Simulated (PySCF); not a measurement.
[VO2F2]- (F₂O₂V, charge −1).

Level of theory: BP86/def2-SVPD (PySCF), at a geometry from GFN2-xTB. This is a single-reference result, which may miss multireference character in this system. No frequency check shows the geometry to be a minimum. GFN2-xTB bond lengths at metals and heavier atoms can be off by up to 0.1 Å and shapes distorted, which carries into these values.

Coordinates in Å:

```
V1      -0.0002    0.0501    0.0000
O2      -0.0030    0.9110   -1.2773
O3       0.0051    0.9616    1.2425
F4       1.4203   -0.8973    0.0123
F5      -1.4216   -0.8952    0.0186
```

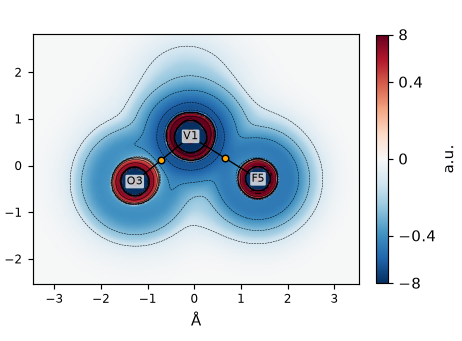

Negative Laplacian of the density (−∇²ρ) in the plane of V1, O3 and F5 (red positive, blue negative, colour scale in a.u., logarithmic beyond ±0.04), with bond paths and bond critical points (dots).

Sort the bonds in the plane by the sign of ∇²ρ at their critical points.

At none is it concentrated. Depleted (∇²ρ > 0): V1–O3 (+1.10 a.u., H = −0.255); V1–F5 (+1.13 a.u., H = −0.034). A positive Laplacian with negative H is typical of metal–ligand bonds.
